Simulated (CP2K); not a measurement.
Diacetylene has these distinct C atoms: C1 (bonded to C and H) and C2 (bonded to 2 C).

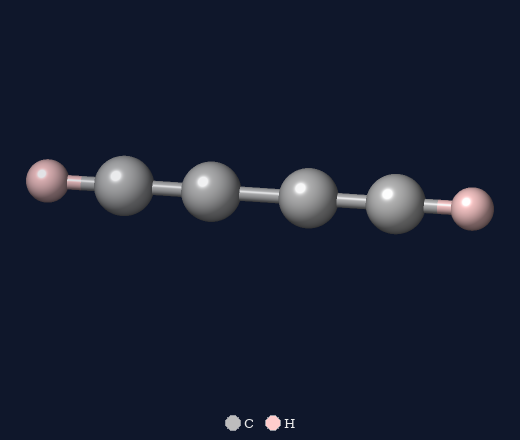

The molecule (carbon light grey, hydrogen pink).

```xyz
6

C     1.8741    0.3123   -0.0549
C     0.6724    0.1116   -0.0190
C    -0.6724   -0.1116    0.0190
C    -1.8741   -0.3123    0.0549
H     2.9283    0.4900   -0.0852
H    -2.9283   -0.4900    0.0852
```

Their partial C K spectra (CP2K XAS_TDP, all-electron GAPW, PBEh(45%), aug-cc-pVTZ, TDA, GW2X-corrected core level, no relativity) are given in random order, each times the number of alike atoms.

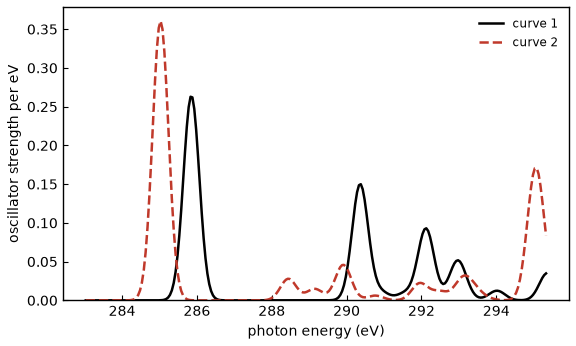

Gaussian full width 0.5 eV, oscillator strength per eV, alike atoms added, rows of zeros left out.

Which curve belongs to which atom?

Curve 1: C2 (bonded to 2 C), leading line at 285.85 eV (f = 0.070 an atom), ionisation energy 291.10 eV, term value 5.25 eV. Curve 2: C1 (bonded to C and H), leading line at 285.03 eV (f = 0.096 an atom), ionisation energy 290.52 eV, term value 5.49 eV. The leading line of an atom is its first one with 35 % of the strongest within 2.5 eV of its lowest line over the strength cut. A line lies at the core ionisation energy, which rises as an atom loses charge to its neighbours or to a π system, less the term value, which is large for a low π* or σ* orbital with weight on that atom.

[Banner, clock and machine lines of the logs are left out without a mark of their own.]

[Logs are printed without paths, hosts, clocks, repeated set-up lines and the standing remarks that a program may print on its own settings, such as how far it seeks lower states.]

[Hosts, paths, dates, database ids (printed as entryN), source tags and the programs' standing remarks are cut or masked in the printed files.]
